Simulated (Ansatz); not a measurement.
## Sn: response to strain

Take Sn in the diamond structure (space group Fd-3m, No. 227; relaxed with 0.1 eV smearing) as the base.

```yaml
crystal:
  lattice:
    - [0.00000, 3.32790, 3.32790]
    - [3.32790, 0.00000, 3.32790]
    - [3.32790, 3.32790, 0.00000]
  atoms:
    - { symbol: Sn, position: [0.50000, 0.50000, 0.50000] }
    - { symbol: Sn, position: [0.75000, 0.75000, 0.75000] }
```

Strains are applied to the cell and any free atomic positions relax.

Method: PBE/PAW in Ansatz (an electronic-structure program), no spin-orbit coupling, earlier PAW set.

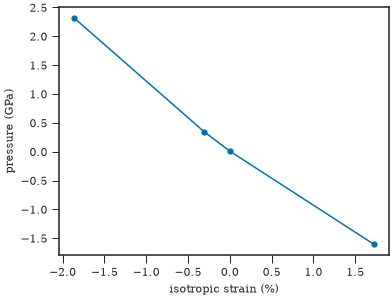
Pressure against isotropic strain

| isotropic strain (%) | pressure |
|---|---|
| -1.86 | 2.3 GPa |
| -0.31 | 0.3 GPa |
| 1.72 | -1.6 GPa |

No phonon test of stability was made.
